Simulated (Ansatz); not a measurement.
# One shape, several levels: HF (hydrogen fluoride)

Wanted: a comparison of 6 runs (HSE06/cc-pVDZ, UPBE/cc-pVDZ, r2SCAN0/cc-pVDZ, MP2/cc-pVDZ, CCSDT/cc-pVDZ, CCSD(T)/3-21G) of HF (hydrogen fluoride). 

The results are computed with Ansatz 0.2.0.

57 further runs of the same task are left out: 1 that didn't finish, 56 set aside as unsound or not needed.

### 1 The molecule

HF: 2 atoms, total charge 0, spin state singlet. As SMILES, `F`. The H2–F1 distance was set to 1.380 Å, away from the relaxed value.

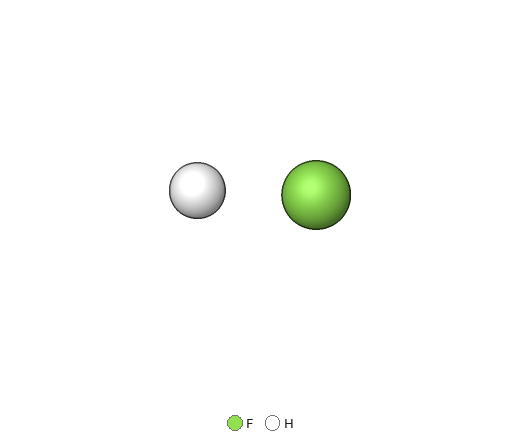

Viewed from a chosen angle; fluorine green, hydrogen white.

### 2 The energy at HSE06/cc-pVDZ (run 1)

input.yaml

```yaml
crystal:
  periodic: [false, false, false]
  atoms:
    - {symbol: F, position_ang: [-0.779965, 0.289187, -0.392782]}
    - {symbol: H, position_ang: [0.390000, -0.144600, 0.196400]}
basis:
  gaussian: {orbitals: cc-pVDZ}
hamiltonian: {xc: {name: HSE06}}
accuracy: high
```

Run with:

```console
ansatz run input.yaml --threads 1 --pin off --max-ram 2610MiB --events-out events.jsonl --progress --plain --runs-dir runs
```

What it wrote:

```text
Warning: RAYON_NUM_THREADS=1 ignored (pool sized by the plan → 1); use --threads N
Functional definition: HSE06
  name "HSE06"
  parameter a = 0.25
  parameter omega = 0.11/bohr
  exchange = pbe_x - a*pbe_x_sr(omega) + a*exact_x_sr(omega)
  correlation = pbe_c
299 factors; integrals over basis functions are off by at most 3.3e-9 eV
38 factors; integrals over basis functions are off by at most 1.0e-9 eV
mean field evaluation 1: about -2725.5070 eV, gradient 3.4e1 eV
mean field evaluation 2: about -2717.6937 eV, gradient 7.3e1 eV
mean field evaluation 4: about -2727.8456 eV, gradient 1.1e0 eV
mean field evaluation 8: about -2727.8484 eV, gradient 1.9e-3 eV
mean field evaluation 16: about -2727.8484 eV, gradient 2.9e-8 eV
mean field -2727.84842952 eV, -100.2465807826 hartree, gradient 2.9e-8 eV, S^2 0.000000; 0 other end points of the search recorded, 0 dependent functions left out
reference -2727.84843094 eV, -100.2465808349 hartree; 5, 5 occupied and 14, 14 virtual orbitals, 299 factors
Total energy: -2727.84843094 eV, -100.2465808349 hartree
```

Run time: 0.36 s. Hardware: 1 thread of Arm Neoverse V2, shared host.

### 3 A single-point energy at UPBE/cc-pVDZ (run 2)

molecule.yaml

```yaml
basis:
  gaussian:
    orbitals: cc-pVDZ
crystal:
  periodic: [false, false, false]
  atoms:
    - symbol: F
      position_ang: [-0.779965, 0.289187, -0.392782]
    - symbol: H
      position_ang: [0.390000, -0.144600, 0.196400]
hamiltonian:
  xc: {name: PBE}
magnetization:
  spin_polarized: true
accuracy: high
```

Run with:

```console
ansatz run molecule.yaml --threads 1 --pin off --max-ram 2610MiB --events-out events.jsonl --progress --plain --runs-dir runs
```

What it wrote:

```text
Warning: RAYON_NUM_THREADS=1 ignored (pool sized by the plan → 1); use --threads N
Functional definition: PBE
  name "PBE"
  parameter kappa = 0.804
  parameter beta = 0.06672455060314922
  exchange = pbe_x(kappa = kappa, mu = beta*pi^2/3)
  correlation = pbe_c(beta = beta)
299 factors; integrals over basis functions are off by at most 3.3e-9 eV
mean field evaluation 1: about -2725.8694 eV, gradient 2.4e1 eV
mean field evaluation 2: about -2711.3605 eV, gradient 6.3e1 eV
mean field evaluation 4: about -2728.1021 eV, gradient 1.7e0 eV
mean field evaluation 8: about -2728.1172 eV, gradient 1.4e-2 eV
mean field evaluation 16: about -2728.1172 eV, gradient 2.6e-8 eV
mean field -2728.11724430 eV, -100.2564595437 hartree, gradient 2.6e-8 eV, S^2 0.000000; 0 other end points of the search recorded, 0 dependent functions left out
reference -2728.11724574 eV, -100.2564595968 hartree; 5, 5 occupied and 14, 14 virtual orbitals, 299 factors
Total energy: -2728.11724574 eV, -100.2564595968 hartree
```

Wall time 0.42 s (1 thread of Arm Neoverse V2, shared host).

Runs 3 to 5 aren't shown in full; the table further down has their settings and results.

### 4 The energy at CCSD(T)/3-21G (run 6)

run.yaml

```yaml
crystal:
  periodic: [false, false, false]
  atoms:
    - {symbol: F, position_ang: [-0.779965, 0.289187, -0.392782]}
    - {symbol: H, position_ang: [0.390000, -0.144600, 0.196400]}
basis:
  gaussian: {orbitals: 3-21G.json}
scf: {omitted_lower_state_checks: [cluster_reference, increment]}
correlation: {method: ccsd_t, frozen_orbitals: {F: 1, H: 0}}
accuracy: high
```

The basis set 3-21G is read from a file made from the Basis Set Exchange's data (not shown).

Run with:

```console
ansatz run run.yaml --threads 1 --pin off --max-ram 2610MiB --events-out events.jsonl --progress --plain --runs-dir runs
```

What it wrote:

```text
Warning: RAYON_NUM_THREADS=1 ignored (pool sized by the plan → 1); use --threads N
[... 11 lines left out ...]
1 core orbitals not correlated: weight in the atoms' cores, before any rotation towards them, 1.000 or more for the frozen orbitals, at most 0.000 for the correlated occupied ones
[... 22 lines left out ...]
Total energy: -2708.13322162 eV, -99.5220602560 hartree
Checks for a lower state left out: cluster_reference, increment
```

It took 0.1 s on 1 thread of Arm Neoverse V2, shared host.

### 5 The series

| run | level | frozen core orbitals | energy (Eh) | wall time |
| --- | --- | --- | --- | --- |
| 1 | HSE06/cc-pVDZ | – | -100.246581 | 0.36 s |
| 2 | UPBE/cc-pVDZ | – | -100.256460 | 0.42 s |
| 3 | r2SCAN0/cc-pVDZ | – | -100.287732 | 0.68 s |
| 4 | MP2/cc-pVDZ | 1 | -100.127357 | 0.06 s |
| 5 | CCSDT/cc-pVDZ | 1 | -100.138482 | 0.4 s |
| 6 | CCSD(T)/3-21G | 1 | -99.522060 | 0.1 s |

### 6 Summary of results

| quantity | value |
| --- | --- |
| run 6: total energy | -99.52206 Eh |
| run 6: correlation energy (1 core orbital frozen) | -155.0 mEh |
| run 6: (T) correction | -2.10 mEh |
| run 6: T1 diagnostic | 0.016 |

What this shows: Totals of different functionals can't be ranked against each other. In runs 4, 5, 6 the log says that unrestricted orbitals would lower the reference, so the values rest on an unstable closed-shell determinant (other closed-shell runs at this shape may share the fault). All runs together took 2 s, the longest 0.68 s.
